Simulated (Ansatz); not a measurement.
F$_{5}$HOW···HCl

```xyz
10

W    -0.1169   -0.2356   -0.3084
F     0.5071   -0.0564    1.4489
F     1.5892   -0.6050   -0.8954
O     0.1219    1.5537   -0.4594
H     0.4148    2.3515    0.0032
F    -1.8556   -0.0488    0.2689
F    -0.2646   -2.0261    0.1079
F    -0.7328   -0.4759   -2.0167
Cl    1.2355    2.9574    2.0543
H     1.1090    1.7046    2.3245
```

Core potentials replace the inner electrons of W.

The calculation used Ansatz, RKS BHLYP-D4/def2-SVP.

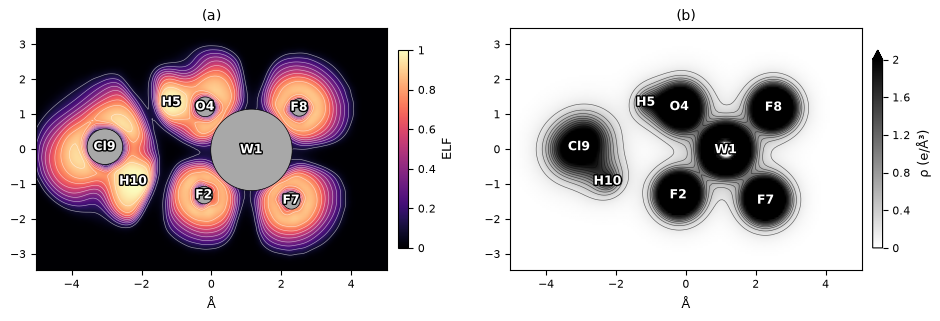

Figure 1. (a) ELF; (b) electron density on the plane of atoms O4, W1 and F7. Grey discs cover the atomic cores in the ELF map.

What does the map show?

Answer.
- Atoms in the plane: W, F, O, H and Cl.
- Cl9···H5 (2.29 Å): the density falls to about 0.14 e/Å³ on the way; the ELF dips to about 0.10 between them; a closed-shell contact with the geometry of a hydrogen bond.
- W–O (1.81 Å): ρ is about 1.3 e/Å³ halfway; the ELF peaks at about 0.85 in the valence shell of O, 0.5 Å from its nucleus, and drops to about 0.25 between the two atoms.
- W–F (1.83 Å): ρ at the midpoint is about 1.2 e/Å³; the ELF peaks at about 0.85 in the valence shell of F, 0.5 Å from its nucleus, and drops to about 0.25 between the two atoms.
- O–H (0.97 Å): ρ at the midpoint is about 3.7 e/Å³; the ELF climbs to about 1 towards the hydrogen, as it does in any bond to H: a covalent bond by its length.
- W–F (1.87 Å): the density is about 1.1 e/Å³ at the midpoint; the ELF peaks at about 0.85 in the valence shell of F, 0.5 Å from its nucleus, and drops to about 0.20 between the two atoms.
- The ELF also peaks beside Cl9, away from the bonds: lone-pair regions.

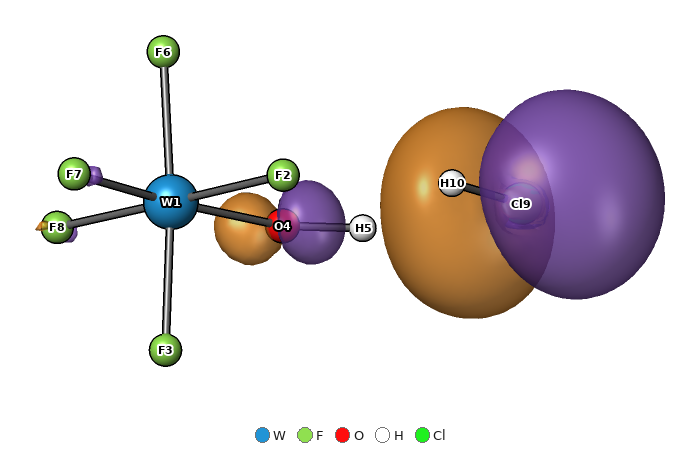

Figure 2. The HOMO−1 at ±0.1 Å⁻³ᐟ² (orange and purple are the two phases), seen from one side.

What is the character of this orbital?

Answer. By Hirshfeld shares it lies mainly on Cl9 (about 90 %); largely a lone pair of Cl9. Its energy is −11.49 eV.
